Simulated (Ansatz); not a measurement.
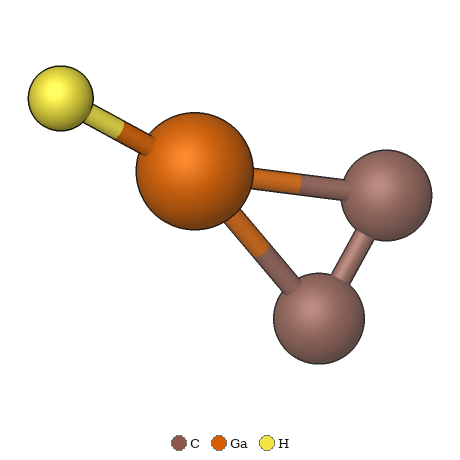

The computed structure is the end point of a PBE0-D4/def2-TZVP optimisation. No frequency run is at hand to confirm it as a minimum.

Draw it as a skeletal formula.

SMILES: [C]1#[C][GaH]1

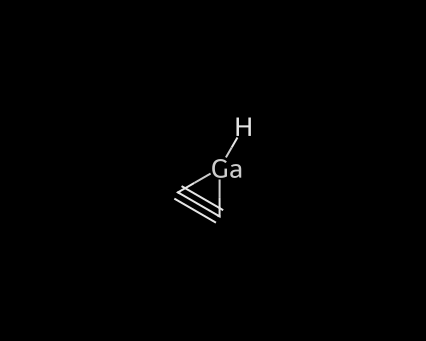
